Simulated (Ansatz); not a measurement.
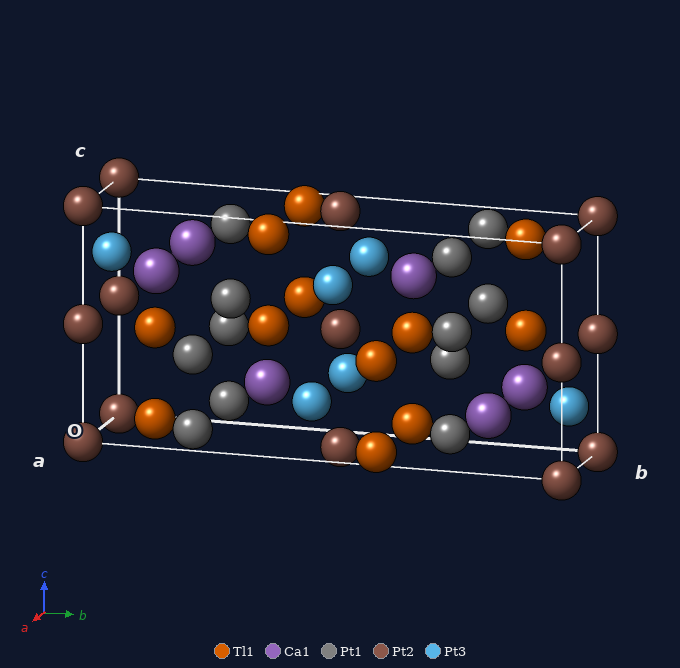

One unit cell; atoms that symmetry makes equivalent share a colour (atoms on faces, edges and corners are repeated). Crystal: CaTl2Pt4, the end point of a relaxation with DFT, PAW plane waves, r2scan in Ansatz 0.2.0; the starting structure was generated, so it need not be a known form of this composition. Geometry calculated from the standardised cell; symmetry tolerance 0.002 Å.

a = 4.020 Å, b = 17.033 Å, c = 8.264 Å, α = 90.00°, β = 90.00°, γ = 90.00°; space group Cmcm (No. 63).

One atom of each site: Tl1 (0, 0.387, 0.557); Ca1 (0, 0.153, 3/4); Pt1 (0, 0.229, 0.092); Pt2 (0, 0, 1/2); Pt3 (1/2, 0.022, 3/4).

Give the multiplicity, Wyckoff letter and site symmetry of each site.

Answer.
| site | Wyckoff | symmetry |
| --- | --- | --- |
| Tl1 | 8f | m.. |
| Ca1 | 4c | m2m |
| Pt1 | 8f | m.. |
| Pt2 | 4a | 2/m.. |
| Pt3 | 4c | m2m |

How many free positional parameters does the structure have?

Answer. 6: Tl1 2, Ca1 1, Pt1 2, Pt2 0, Pt3 1.
